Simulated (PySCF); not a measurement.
**SiH2Cl (chlorosilyl radical) at UM06-2X/STO-3G**

Aim: the energy change on altering one bond length of SiH2Cl (chlorosilyl radical) at UM06-2X/STO-3G, from 2 runs. 

Program for the calculation: PySCF 2.14.0.

9 further runs of the same task are left out: 9 set aside as unsound or not needed.

**1. Starting point**

SiH2Cl: 4 atoms, total charge 0, spin state doublet. As SMILES, `[SiH2]Cl`. The coordinates come from a GFN2-xTB relaxation.

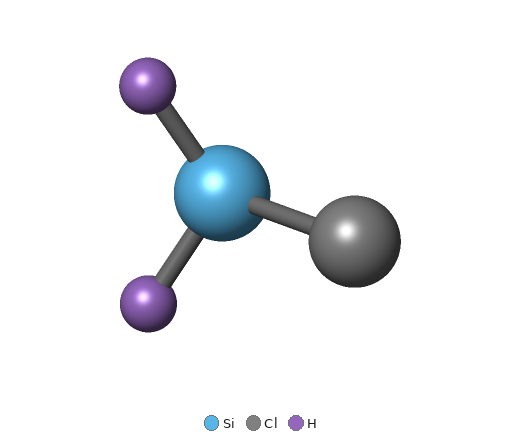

Viewed from a chosen angle; silicon blue, chlorine grey, hydrogen purple.

**2. A single-point energy at UM06-2X/STO-3G**

geometry.xyz reads:

```xyz
4

Si    -0.283580     0.237700     0.131590
Cl     1.597690    -0.059610     0.811090
H     -1.065000    -0.978280     0.263310
H     -0.249110     0.800200    -1.205980
```

input.py reads:

```python
from pyscf import gto, dft

mol = gto.Mole()
mol.atom = 'geometry.xyz'
mol.spin = 1
mol.basis = 'sto-3g'
mol.charge = 0
mol.max_memory = 1860
mol.verbose = 4
mol.build()

mf = dft.UKS(mol, xc='m06-2x')
mf.conv_tol = 1e-10
mf.grids.level = 5
mf.kernel()
if not mf.converged:
    mf = mf.newton().run(mf.mo_coeff, mf.mo_occ)

energy = mf.e_tot
print('E(%s) = %.9f' % ('M06-2X', energy))
```

On the command line:

```console
OMP_NUM_THREADS=1 python input.py
```

What it wrote:

```text
PySCF version 2.14.0

[INPUT] num. atoms = 4
[INPUT] num. electrons = 33
[INPUT] charge = 0
[INPUT] spin (= nelec alpha-beta = 2S) = 1
[INPUT] symmetry False subgroup None
[INPUT] Mole.unit = angstrom
[INPUT] Symbol           X                Y                Z      unit          X                Y                Z       unit  Magmom
[INPUT]  1 Si    -0.283580000000   0.237700000000   0.131590000000 AA   -0.535888534404   0.449187899809   0.248669060732 Bohr   0.0
[INPUT]  2 Cl     1.597690000000  -0.059610000000   0.811090000000 AA    3.019196531956  -0.112646574285   1.532737962373 Bohr   0.0
[INPUT]  3 H     -1.065000000000  -0.978280000000   0.263310000000 AA   -2.012558322662  -1.848681273140   0.497583785859 Bohr   0.0
[INPUT]  4 H     -0.249110000000   0.800200000000  -1.205980000000 AA   -0.470749674890   1.512158844877  -2.278971911703 Bohr   0.0

nuclear repulsion = 78.9786884891113
number of shells = 12
number of NR pGTOs = 60
number of NR cGTOs = 20
basis = sto-3g
ecp = {}

******** <class 'pyscf.dft.uks.UKS'> ********
method = UKS
initial guess = minao
damping factor = 0
level_shift factor = 0
DIIS = <class 'pyscf.scf.diis.CDIIS'>
diis_start_cycle = 1
diis_space = 8
diis_damp = 0
SCF conv_tol = 1e-10
SCF conv_tol_grad = None
SCF max_cycles = 50
direct_scf = True
direct_scf_tol = 1e-13
number electrons alpha = 17  beta = 16
XC library pyscf.dft.libxc version 7.0.0
    S. Lehtola, C. Steigemann, M. J.T. Oliveira, and M. A.L. Marques.,  SoftwareX 7, 1–5 (2018)
XC functionals = m06-2x
    Y. Zhao and D. G. Truhlar.,  Theor. Chem. Acc. 120, 215 (2008)
    Y. Zhao and D. G. Truhlar.,  Theor. Chem. Acc. 120, 215 (2008)
radial grids:
    Treutler-Ahlrichs [JCP 102, 346 (1995); DOI:10.1063/1.469408] (M4) radial grids

becke partition: Becke, JCP 88, 2547 (1988); DOI:10.1063/1.454033
pruning grids: <function nwchem_prune>
grids dens level: 5
symmetrized grids: False
atomic radii adjust function: <function treutler_atomic_radii_adjust>
small_rho_cutoff = 0
Set gradient conv threshold to 1e-05
tot grids = 133680
init E= -742.071482938098
[... the frontier-level lines of each cycle are left out ...]


cycle= 1 E= -742.496604610984  delta_E= -0.425  |g|= 0.141  |ddm|= 1.67
cycle= 2 E= -742.520586471138  delta_E= -0.024  |g|= 0.0603  |ddm|= 0.542
cycle= 3 E= -742.524359975582  delta_E= -0.00377  |g|= 0.00826  |ddm|= 0.138
cycle= 4 E= -742.524537186214  delta_E= -0.000177  |g|= 0.00228  |ddm|= 0.0416
cycle= 5 E= -742.524551076481  delta_E= -1.39e-05  |g|= 0.0007  |ddm|= 0.0118
cycle= 6 E= -742.524552279456  delta_E= -1.2e-06  |g|= 0.000105  |ddm|= 0.00355
cycle= 7 E= -742.524552301687  delta_E= -2.22e-08  |g|= 2.09e-05  |ddm|= 0.000427
cycle= 8 E= -742.524552302937  delta_E= -1.25e-09  |g|= 2.75e-06  |ddm|= 0.000113
cycle= 9 E= -742.524552302959  delta_E= -2.22e-11  |g|= 2.45e-07  |ddm|= 1.71e-05
Extra cycle  E= -742.524552302958  delta_E= 7.96e-13  |g|= 8.24e-08  |ddm|= 1.05e-06
converged SCF energy = -742.524552302958  <S^2> = 0.75089772  2S+1 = 2.0008975
E(M06-2X) = -742.524552303
```

Wall time 4.8 s (1 thread of Arm Neoverse V2, shared host); peak memory 0.22 GiB.

**3. The distorted shape at the same level**

run.py reads:

```python
from pyscf import gto, dft

mol = gto.Mole()
mol.atom = '''
Si      -0.127288       0.480908       0.105245
Cl       1.753982       0.183598       0.784745
H       -1.065000      -0.978280       0.263310
H       -0.092818       1.043408      -1.232325
'''
mol.verbose = 3
mol.max_memory = 1860
mol.spin = 1
mol.basis = 'sto-3g'
mol.build()

myscf = dft.UKS(mol, xc='m06-2x')
myscf.grids.level = 5
myscf.conv_tol = 1e-10
myscf.kernel()
if not myscf.converged:
    myscf = myscf.newton().run(myscf.mo_coeff, myscf.mo_occ)

e_final = myscf.e_tot
print(f'total energy: {e_final:.8f} hartree')
```

On the command line:

```console
OMP_NUM_THREADS=1 python run.py
```

What it wrote:

```text
WARN: HOMO -0.104593513306333 >= LUMO -0.104593513306332

converged SCF energy = -742.495591281674  <S^2> = 0.75079507  2S+1 = 2.0007949
total energy: -742.49559128 hartree
```

It took 5.4 s on 1 thread of Arm Neoverse V2, shared host; peak memory 0.22 GiB.

**4. What came out**

At UM06-2X/STO-3G:

| quantity | value |
| --- | --- |
| first shape: total energy | -742.52455 Eh |
| first shape: dipole moment | 2.62 D |
| first shape: HOMO energy (highest over α and β) | -4.91 eV |
| first shape: LUMO energy (lowest over α and β) | 1.95 eV |
| first shape: ⟨S²⟩ | 0.751 |
| distorted shape: total energy | -742.49559 Eh |
| distorted shape: dipole moment | 2.51 D |
| distorted shape: HOMO energy (highest over α and β) | -4.89 eV |
| distorted shape: LUMO energy (lowest over α and β) | 1.72 eV |
| distorted shape: ⟨S²⟩ | 0.751 |
| energy change with the Si1–H3 bond stretched from 1.451 to 1.742 Å | 0.788 eV |

With the Si1–H3 bond stretched from 1.451 to 1.742 Å the energy rises by 0.79 eV (76.0 kJ/mol). The first shape isn't relaxed at this level, so the change isn't measured from a minimum. The minimal basis adds a large error of its own. Mulliken charges (first shape) run from -0.35 on Cl2 to +0.57 on Si1; they depend strongly on the basis.
